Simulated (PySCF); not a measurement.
```xyz
15

C     2.4295   -0.3001    0.2191
O     1.1337   -0.7300    0.5860
C     0.1620   -0.4858   -0.3747
C    -1.1319   -1.0855    0.0943
C    -2.0867   -0.1901    0.3038
F    -3.3136   -0.5234    0.7391
Si   -1.4350    1.5380   -0.1101
O    -0.0084    0.8951   -0.5925
H     2.4484    0.7786    0.0438
H     2.7682   -0.8177   -0.6859
H     3.0767   -0.5533    1.0554
H     0.4739   -0.9161   -1.3468
H    -1.1828   -2.1471    0.2603
H    -1.2849    2.3914    1.0616
H    -2.0534    2.1540   -1.2753
```

Geometry: GFN2-xTB.

The calculation used PySCF, wB97X-D/def2-SVPD, SCF density, gas phase.

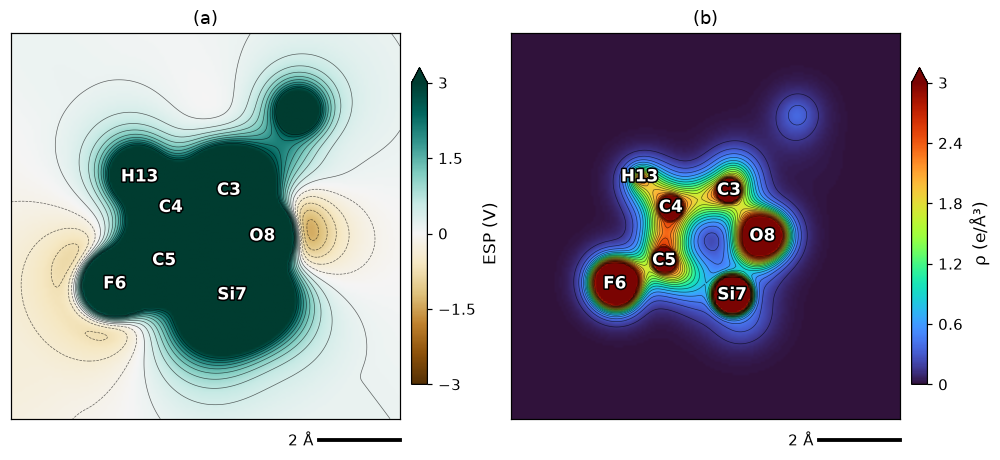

C₄H₇FO₂Si. (a) molecular electrostatic potential; (b) total electron density on the plane of atoms F6, C5 and Si7.

**Interpret the plot.**

Atoms in the plane: C, F, Si, O and H.
C–C (1.33 Å): ρ at the midpoint is about 2.3 e/Å³.
C–F (1.34 Å): the density is about 2.3 e/Å³ at the midpoint.
C–O (1.41 Å): ρ is about 2.1 e/Å³ halfway, with its minimum of 1.8 e/Å³ about 0.5 Å from C.
Si–O (1.64 Å): ρ is about 1.2 e/Å³ halfway.
C–Si (1.89 Å): the density is about 0.93 e/Å³ at the midpoint.
Outside the dense part of the molecule the potential is most negative (−1.4 V) near O8.
